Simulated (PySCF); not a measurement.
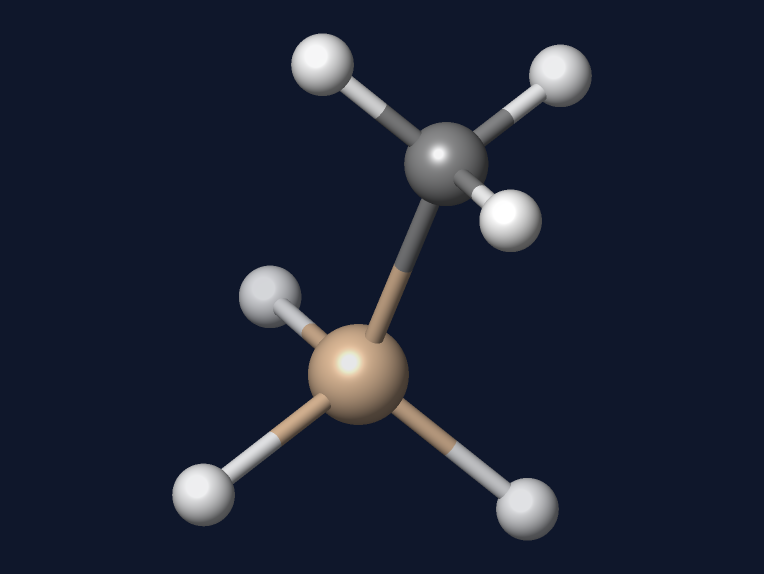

Figure made from data computed with PySCF.

Every bond is drawn as one stick, whatever its order. Colours: silicon light orange, carbon grey, hydrogen white.

Describe the molecule.

Formula CH6Si. This geometry has C3v symmetry. Coordination: 1 Si tetrahedral; 1 C tetrahedral.
